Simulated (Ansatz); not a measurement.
**C3H7NOSi (SMILES C=C1O[Si]1(C)N): density, localisation and related maps**

```yaml
atoms:
  - { symbol: C, position_ang: [2.6298, -0.6571, 0.2363] }
  - { symbol: C, position_ang: [1.3800, -0.1716, 0.2623] }
  - { symbol: O, position_ang: [0.7850, 0.7465, 1.1601] }
  - { symbol: Si, position_ang: [-0.3362, 0.2417, -0.0843] }
  - { symbol: C, position_ang: [-1.8179, -0.6985, 0.5446] }
  - { symbol: N, position_ang: [-0.7681, 1.3171, -1.3470] }
  - { symbol: H, position_ang: [3.3709, -0.3509, 0.9932] }
  - { symbol: H, position_ang: [2.9287, -1.3721, -0.5428] }
  - { symbol: H, position_ang: [-2.2896, -1.3001, -0.2579] }
  - { symbol: H, position_ang: [-1.5038, -1.3752, 1.3623] }
  - { symbol: H, position_ang: [-2.5821, -0.0014, 0.9473] }
  - { symbol: H, position_ang: [-0.0664, 1.8854, -1.8237] }
  - { symbol: H, position_ang: [-1.7096, 1.7014, -1.4356] }
```

Computed with Ansatz, RKS PBE-D4/def2-SVP.

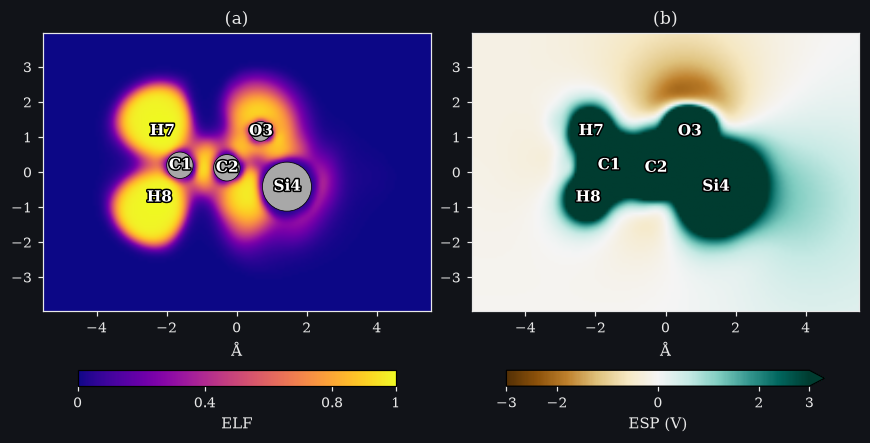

Figure 1. (a) ELF; (b) electrostatic potential on the plane of atoms H7, C1 and H8. Grey discs cover the atomic cores in the ELF map.

What do the fields say about this system?

Answer. The section cuts through C, O, Si and H sites.
C–C (1.34 Å): the ELF peaks at about 0.95 between the atoms; a short, multiple covalent bond.
C–O (1.42 Å): the ELF peaks at about 0.85 between the atoms (a shared but strongly polarised pair).
Si–O (1.75 Å): the ELF peaks at about 0.80 between the atoms; a shared but strongly polarised pair.
C–Si (1.80 Å): the ELF peaks at about 0.85 between the atoms; a covalent bond.
The ELF also peaks beside O3, away from the bonds: lone-pair regions.
Outside the dense part of the molecule the potential is most negative (−2.1 V) near O3.

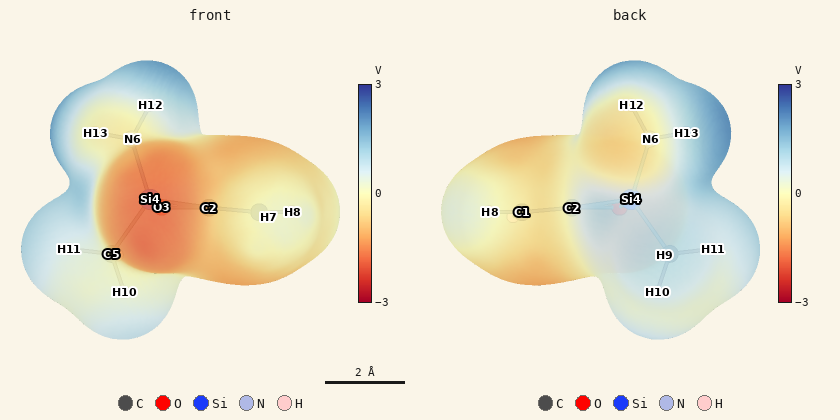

Figure 2. The electrostatic potential painted on the density surface at 0.002 e/bohr³, seen from the front and from behind; red is negative and blue positive.

Describe the electrostatic potential map.

Answer. The most negative region (about −1.7 V, or −39 kcal/mol for a unit charge) lies over O3, the most positive (about +2.0 V, or +46 kcal/mol for a unit charge) over H13. O3 is the likeliest acceptor of a hydrogen bond.

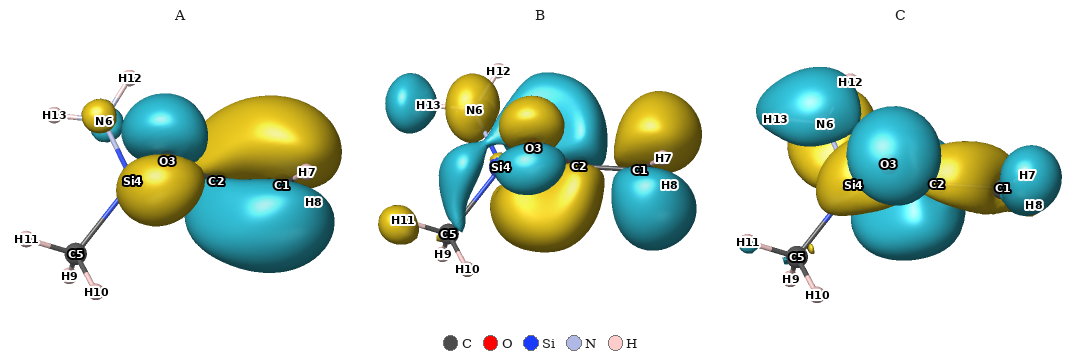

Figure 3. Three frontier orbitals at ±0.08 Å⁻³ᐟ² (yellow and cyan are the two phases), in no order.

Order the three orbitals by energy and name them.

Answer. C is the HOMO−1 (−5.71 eV). Its weight (Hirshfeld) is mainly on O3 (about 30 %), C2 (about 20 %), N6 (about 20 %) and Si4 (about 15 %). A is the HOMO (−4.94 eV). It lies mainly on C1 (about 40 %), O3 (about 30 %) and C2 (about 20 %). B is the LUMO (−0.28 eV). It lies mainly on C1 (about 25 %), C2 (about 25 %), Si4 (about 15 %) and O3 (about 15 %).

What is the HOMO–LUMO gap?

Answer. 4.66 eV between the orbital energies.

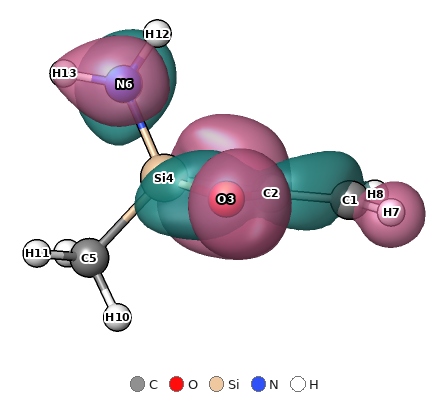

Figure 4. The HOMO−1 at ±0.1 Å⁻³ᐟ² (teal and pink are the two phases), seen across its widest extent.

Where does this orbital lie, and at what energy?

Answer. Its weight (Hirshfeld) is mainly on O3 (about 30 %), C2 (about 20 %), N6 (about 20 %) and Si4 (about 15 %). Its energy is −5.71 eV.
